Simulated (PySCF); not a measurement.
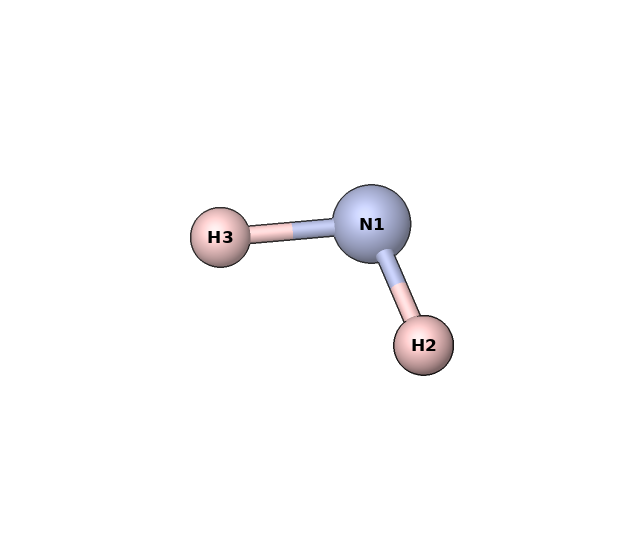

State: charge −1, singlet. The computed structure is the end point of a GFN2-xTB optimisation. No frequency run is at hand to confirm it as a minimum. Method: delta-SCF UKS SCAN, pcX-2 on the ionised atom, pcseg-1 elsewhere, spin-free X2C (PySCF 2.14.0).

Give the core-electron binding energies (to vacuum) of N1 1s.

```json
{"atom": "N1", "level": "1s", "binding energy (eV)": "395.0"}
```
